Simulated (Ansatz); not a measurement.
# Ga: how well frozen cores do, part 2 of 2

Does the method matter for Ga? The same cell, functional and mesh are run with LAPW, all electrons, PAW on the default files and all-electron PAW on datasets made for the crystal.

Ansatz 0.2.0; DFT PBEsol; a database cell (COD). «Crystal datasets» are all-electron PAW datasets made for this crystal.

### Step 4. All-electron PAW on datasets made for the crystal

File input.yaml:

```yaml
crystal:
  lattice:
    - [-1.404, 1.404, 2.229]
    - [1.404, -1.404, 2.229]
    - [1.404, 1.404, -2.229]
  atoms:
    - { symbol: Ga, position: [0.0, 0.0, 0.0] }
kpoints:
  mp_grid: { grid: [16, 16, 16] }
  band_path:
    path:
      - [0.0, 0.0, 0.0]
      - [0.0, 0.0, 0.5]
      - [0.25, 0.25, 0.25]
      - [0.0, 0.5, 0.0]
      - [0.0, 0.0, 0.0]
      - [0.5, 0.5, -0.5]
      - [0.3491868475, 0.6508131525, -0.3491868475]
      - [-0.3491868475, 0.3491868475, 0.3491868475]
      - [0.0, 0.0, 0.0]
    npoints: 8
scf:
  occupations: { method: fermi_dirac, width: 0.03 }
hamiltonian:
  xc: pbesol
  pseudopotentials: { kind: all_electron, datasets: crystal }
output:
  forces: true
  stress: true
  eigenvalues: true
  efg: { contact_densities: true }
```

Run with:

```sh
$ ansatz run input.yaml --threads 1 --pin off --max-ram 3072MiB --backend cpu --events-out ev --progress --plain --runs-dir out
```

Output:

```text
hamiltonian.pseudopotentials.datasets: crystal makes datasets for this crystal and solves the spheres of its atoms anew in each pass: cutoff 240.0 eV, the density's 960.0 eV; for an error of 0.50 meV an atom under PBE, 0.5 meV for the cell; an energy difference from a run of another recipe may be off by several times the error for the cell, under r2SCAN by more, where some 0.1 meV an atom stays at smaller errors; Ga in spheres of 1.376 Å, 13 of its electrons in bands
Engine: ansatz 0.2.0
Pseudopotentials: kind: all_electron
Pseudopotential: Ga, paw, valence charge 13, recommended cutoff 240 eV (normal), Koelling and Harmon's equation, gaussian nucleus
Functional definition: PBEsol
  exchange = pbesol_x
  correlation = pbesol_c
Crystal: 1 atoms, lattice volume = 17.575 Å³
Basis set: ecut = 240 eV, 153 PW (Γ), exchange–correlation on 32×32×32 points (8 copies of the dense FFT grid, shifted against one another)
Bands: 11, of which v1, the nominal top of the filled ones, is band 7 counted from 1 (6 counted from 0)
Symmetry: 16 space group operations
Space group: I4/mmm (ITA 139), of the structure as read, at distance tolerance 2.6e-5 Å
k-points: 349 of 4096
Non-local potential: Ga, projectors of the file, l = 0: 1, l = 1: 1, l = 2: 2
PAW form: soft (Blöchl's): semilocal exchange-correlation on the pseudo side does not see the compensation charge
PAW one-centre angular grid: Ga, 590 points (default); XC on its mesh's 1917 points in the sphere
Initial density: superposition of atomic densities (neutral atoms: chi_scale 0, normalization atom)
Initial wavefunctions: pseudopotential atomic-orbital guess
Functional: x = pbesol(κ = 0.804, μ = 0.12345679012345678), c = pbesol(β = 0.046)
iter 1 solved again at ethr=4.97e-4 eV; its pass at ethr=1.00e-1 eV (dr2=6.46e-2 eV) is discarded
SCF iter   1: F=—  HF=-52860.025977 eV  |F-HF|=—  |Δ(HF+E_count)|=         —  Δρ=1.85e-2  dr2=6.56e-2  ethr=4.97e-4  ⟨swp⟩=3.4  Hψ=21644  notcnv=0
preconditioner: auto → none  [metal: Δε(μ)=0.055 eV  Ē_g=21.393 eV  σ=0.030 eV  W_gap=0.42  n_scr=0 (ndim 8)  ℏωp=31.9 eV  f_vac=0.000  D(μ)=0.18/eV (n_scr^D=0)]
SCF iter   2: F=—  HF=-52860.029338 eV  |F-HF|=—  |Δ(HF+E_count)|=   3.36e-3  Δρ=7.69e-3  dr2=1.10e-2  ethr=4.97e-4  ⟨swp⟩=2.0  Hψ=7692  notcnv=0  defer=3
iter 3 solved again at ethr=4.04e-6 eV; its pass at ethr=8.45e-5 eV (dr2=5.25e-4 eV) is discarded
SCF iter   3: F=—  HF=-52860.033056 eV  |F-HF|=—  |Δ(HF+E_count)|=   3.72e-3  Δρ=1.68e-3  dr2=5.11e-4  ethr=4.04e-6  ⟨swp⟩=2.0  Hψ=16252  notcnv=0
SCF iter   4: F=—  HF=-52860.032262 eV  |F-HF|=—  |Δ(HF+E_count)|=   7.94e-4  Δρ=5.01e-4  dr2=4.32e-5  ethr=3.93e-6  ⟨swp⟩=3.0  Hψ=8441  notcnv=0
SCF iter   5: F=—  HF=-52860.032104 eV  |F-HF|=—  |Δ(HF+E_count)|=   1.58e-4  Δρ=9.88e-5  dr2=1.49e-6  ethr=3.32e-7  ⟨swp⟩=3.0  Hψ=10554  notcnv=0
SCF iter   6: F=—  HF=-52860.032100 eV  |F-HF|=—  |Δ(HF+E_count)|=   3.55e-6  Δρ=2.79e-5  dr2=1.26e-7  ethr=1.15e-8  ⟨swp⟩=3.0  Hψ=8066  notcnv=0
SCF iter   7: F=—  HF=-52860.032100 eV  |F-HF|=—  |Δ(HF+E_count)|=   3.00e-7  Δρ=5.93e-6  dr2=2.98e-9  ethr=9.71e-10  ⟨swp⟩=3.0  Hψ=8345  notcnv=0
SCF iter   8: F=—  HF=-52860.032100 eV  |F-HF|=—  |Δ(HF+E_count)|=   1.25e-8  Δρ=4.41e-6  dr2=3.32e-9  ethr=2.30e-11  ⟨swp⟩=3.0  Hψ=8398  notcnv=0
SCF iter   9: F=-52860.032100 eV  HF=-52860.032100 eV  |F-HF|=7.28e-11  |Δ(HF+E_count)|=   1.18e-8  Δρ=2.34e-7  dr2=7.12e-12  ethr=2.30e-11  ⟨swp⟩=3.0  Hψ=8356  notcnv=0
SCF 1 converged in 9 iterations: F = -52860.032101 eV  dr2 = 7.12e-12
  Residual-converged pass: ⟨swp⟩=1.1  Hψ=3868  notcnv=0  max |occ|·‖R‖ = 3.6e-6 eV (tolerance 3.7e-6 eV)  dr2=6.71e-12  dr2_onsite=2.55e-10  max |Δocc| = 5.3e-13
NSCF: frozen V_eff on 65 k-points
SCF converged after 9 iterations
Free energy (F): -52860.032101 eV
Harris-Foulkes:  -52860.032101 eV  (|F-HF|=7.28e-11)
Internal energy: -52860.031520 eV  (E = F + TS)
E sigma→0 (E₀):  -52860.031810 eV
Entropy (-TS):   -0.000581 eV (-0.581 meV/atom)
Past the cutoff: the bands carry plane waves up to 1.75 times it, of which those up to 1.5 times it add -0.000198 eV an atom, each by itself; the spheres take 0.000343 eV an atom off the energy for waves past 1.75 times it
By the cutoff:   a pressure is off by up to 0.008 GPa (1.2 times the spheres' own share and the shells' term, over an atom's volume, and 0.004 GPa: a bound that held against runs at twice the plane waves)
Past the cutoffs: a stress includes 0.0014 GPa for waves and charges beyond them, in addition to the slope of what the spheres take
In the spheres:  the bands' charges fall short by 8.1e-6 e at most (sound up to 1e-3)
Fermi energy:    12.750557 eV
--- Per-component energies (eV) ---
  The terms above E_closure are by the made datasets' own strengths, without shells solved beside the bands.
--- Forces (eV/Å), atoms counted from 1 ---
  atom   1  Ga    -0.00000000     0.00000000    -0.00000000
  max |Σ_I F_I| component: 2.47e-32 eV/Å
--- Stress (GPa, compression-positive) ---
        0.896834       0.000000       0.000000
        0.000000       0.896834       0.000000
        0.000000      -0.000000       0.138840
  P = ⅓ Tr σ = 0.6442 GPa (6.442 kbar)
--- PAW observables at the nuclei: V_zz in 10²¹ V/m², potentials from the cell's mean, atoms counted from 1 ---
  atom   1  Ga V_zz =    +2.222353   η = 0.0000   by run symmetry: allowed
            electrostatic potential = -4132.422339 V   contact ρ = 187141.892707 e/Å³
--- Band table (eV; the first three rows and the last of 349) ---
  k-point 0: bands = ["-2.2416", "-2.1075", "-2.1075", "-2.0834", "-1.9446", "1.1557", "25.7806", "25.7806", "25.8243"]
  k-point 1: bands = ["-2.2263", "-2.1161", "-2.1008", "-2.0782", "-1.9520", "1.3076", "24.6092", "24.9100", "25.2611"]
  k-point 2: bands = ["-2.1820", "-2.1408", "-2.0815", "-2.0670", "-1.9731", "1.7660", "22.7912", "23.2986", "24.1003"]
  k-point 348: bands = ["-2.3855", "-2.3028", "-1.8783", "-1.8692", "-1.8692", "8.9296", "9.0749", "19.3169", "19.3169"]
```

It took 16 s on 1 thread of Intel Xeon Platinum 8488C (Sapphire Rapids), shared host; peak memory 0.45 GiB.

Read from it: pressure 0.64 GPa; no gap; Vzz Ga 2.22 (η = 0.00) (10²¹ V/m²).

```
atom  contact density (e/Å³)
  Ga                187141.9
```

### Step 5. Comparison

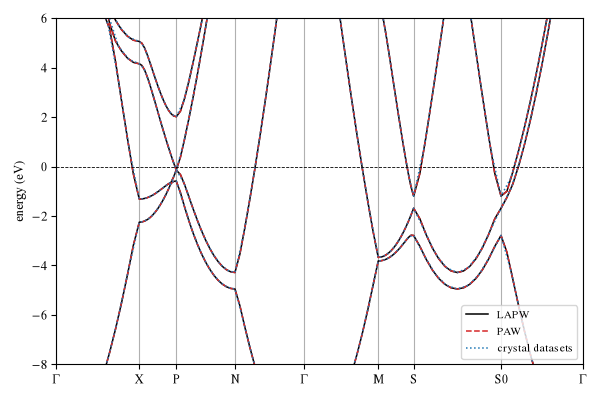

Bands of 3 runs (LAPW; PAW; crystal datasets) drawn together, counted from each run's Fermi level.

| method | pressure (GPa) | Vzz Ga (10²¹ V/m²) | SCF cycles, all passes |
| --- | --- | --- | --- |
| LAPW | 0.64 | – | 7 |
| PAW | 0.61 | 2.21 | 6 |
| crystal datasets | 0.64 | 2.22 | 9 |

### Step 6. Results

This closing draws on all 2 parts.

| quantity | value |
| --- | --- |
| pressure | LAPW 0.64, PAW 0.61, crystal datasets 0.64 GPa |
| gap (LAPW) | none |

What this shows: At this geometry the cell is under compression of 0.6 GPa, so it would expand if let go. The count of 21 electrons in bands leaves a band partly filled, so there is no gap. Ga 4p carries the largest share, 67 %, of the projected states within 0.3 eV of the Fermi level. The projection holds only the free atom's occupied shells (Ga 4s, Ga 4p in this range). The field gradient at Ga, the largest by crystal datasets, is 2.21 by PAW and 2.22 by crystal datasets (10²¹ V/m²), within 5 %. In pressure, PAW differs from LAPW by -0.04 GPa. The price, with the outputs that each input asks for: 16 s for LAPW against 9 s for PAW, about 1.8 to one.
